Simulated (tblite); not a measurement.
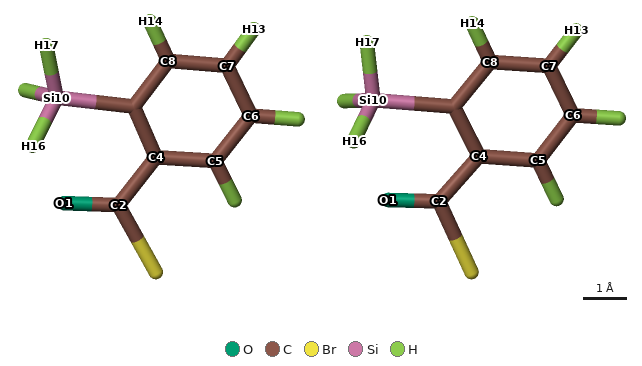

Two geometries of C7H7BrOSi, drawn at one scale. One is the start of a relaxation, the other its converged end. The picture is a stick view, seen at a tilt.

These are results of GFN2-xTB geometry optimisation, gas phase (tblite 0.8.0), not measurements. 

Q: Which one is relaxed?

A: The right one is the relaxed one. The atom that moves furthest after the best rigid fit is an H atom (0.26 Å). Largest moves by element: H 0.26 Å, Br 0.14 Å, Si 0.12 Å, O 0.10 Å, C 0.09 Å. Among the contacts that change: O–Si 2.653 → 2.554 Å, C–O 1.272 → 1.194 Å, C–Si 1.831 → 1.899 Å, Br–C 1.912 → 1.960 Å. Among the angles between lasting bonds that change: C–Si–H 109.6° → 103.0°, C–C–C 121.1° → 114.9°, H–Si–H 111.5° → 116.6°. The energy falls by 47.3 kJ/mol in 75 geometry steps.
